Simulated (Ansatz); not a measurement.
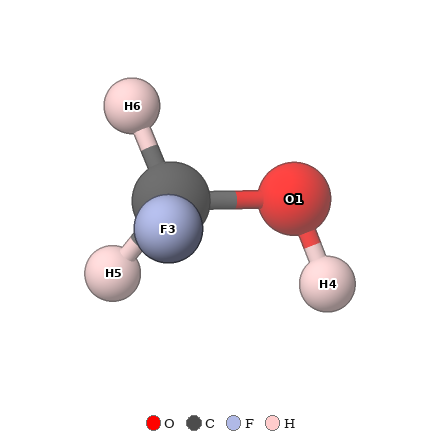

The system is CH3FO, SMILES OCF; the picture shows the reference structure. Coordinates scanned: (1) angle H4–O1–C2; (2) dihedral H4–O1–C2–F3. Nothing is relaxed (all other coordinates rigid). Grid: 11 × 12 points. Points are written as (first, second). All energies are given in kcal/mol relative to the relaxed molecule at the same level. Theory: Ansatz 0.2.0, RKS wB97X-V/def2-TZVP.

Its coordinates:

```xyz
6

O    -0.7960   -0.7015   -0.2494
C     0.2542    0.0472    0.2329
F    -0.0961    1.3868    0.3229
H    -0.9318   -0.4927   -1.1800
H     1.1389    0.0044   -0.4138
H     0.4729   -0.3082    1.2414
```

Range: angle H4–O1–C2 from 74.1 to 144.1°; dihedral H4–O1–C2–F3 from −180 to 150°.

What landscape does the calculation give?

Answer. The lowest grid point is at (109.1°, 60°), 0.16 kcal/mol from the relaxed molecule at the same level. A higher local minimum lies near (109.1°, −60°) (1.2 kcal/mol above the lowest at that grid point). The highest grid point, (74.1°, −120°), lies 31.0 kcal/mol above the lowest. On the interpolated surface the easiest way out of the lowest well to the well at about (109°, −70°) passes a barrier of about 3.7 kcal/mol, counted from the interpolated bottom of the well. Round the minimum the two coordinates are weakly coupled (coupling −0.12 in units of the two stiffnesses).

| dihedral H4–O1–C2–F3 ↓, angle H4–O1–C2 → | 74.1 | 81.1 | 88.1 | 95.1 | 102.1 | 109.1 | 116.1 | 123.1 | 130.1 | 137.1 | 144.1 |
| --- | --- | --- | --- | --- | --- | --- | --- | --- | --- | --- | --- |
| 150 | 30.6 | 20.9 | 13.8 | 9.0 | 6.3 | 5.5 | 6.2 | 8.1 | 11.1 | 14.7 | 18.7 |
| 120 | 30.5 | 20.3 | 12.7 | 7.3 | 4.2 | 3.0 | 3.6 | 5.5 | 8.6 | 12.5 | 16.7 |
| 90 | 28.5 | 18.0 | 10.2 | 4.8 | 1.7 | 0.6 | 1.2 | 3.4 | 6.6 | 10.8 | 15.3 |
| 60 | 26.7 | 16.3 | 8.8 | 3.8 | 1.0 | 0.2 | 1.0 | 3.3 | 6.7 | 10.8 | 15.4 |
| 30 | 27.4 | 17.3 | 10.0 | 5.3 | 2.7 | 2.0 | 2.9 | 5.1 | 8.3 | 12.3 | 16.5 |
| 0 | 28.6 | 18.6 | 11.4 | 6.8 | 4.3 | 3.6 | 4.5 | 6.7 | 9.8 | 13.5 | 17.6 |
| −30 | 27.5 | 17.5 | 10.4 | 5.8 | 3.4 | 2.9 | 3.9 | 6.2 | 9.4 | 13.3 | 17.5 |
| −60 | 26.9 | 16.7 | 9.4 | 4.6 | 2.0 | 1.4 | 2.4 | 4.8 | 8.2 | 12.4 | 16.9 |
| −90 | 29.0 | 18.5 | 10.8 | 5.5 | 2.5 | 1.6 | 2.4 | 4.7 | 8.1 | 12.2 | 16.8 |
| −120 | 31.1 | 20.8 | 13.0 | 7.7 | 4.6 | 3.6 | 4.2 | 6.3 | 9.5 | 13.5 | 17.8 |
| −150 | 30.8 | 21.0 | 13.8 | 9.0 | 6.4 | 5.6 | 6.3 | 8.4 | 11.5 | 15.2 | 19.2 |
| −180 | 30.1 | 20.7 | 13.9 | 9.4 | 7.0 | 6.4 | 7.2 | 9.3 | 12.3 | 15.8 | 19.7 |

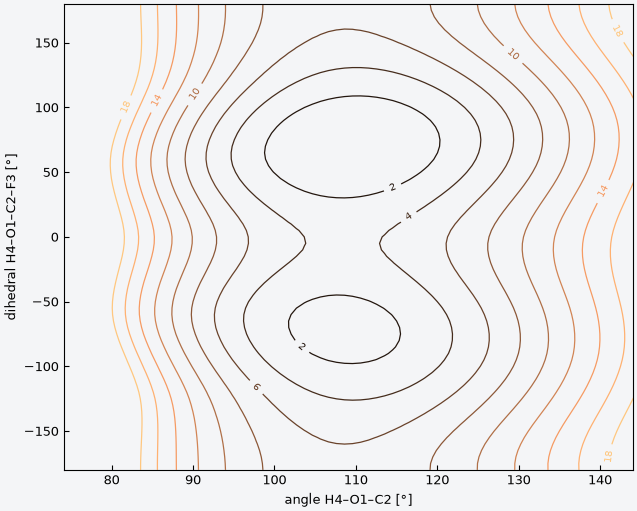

In the figure: contour lines labelled in kcal/mol (none above 18). Between grid points the surface is interpolated.

The whole map (132 points run) took 10 min on 1 thread of Intel(R) Xeon(R) 6975P-C (Granite Rapids), with other jobs on the host.
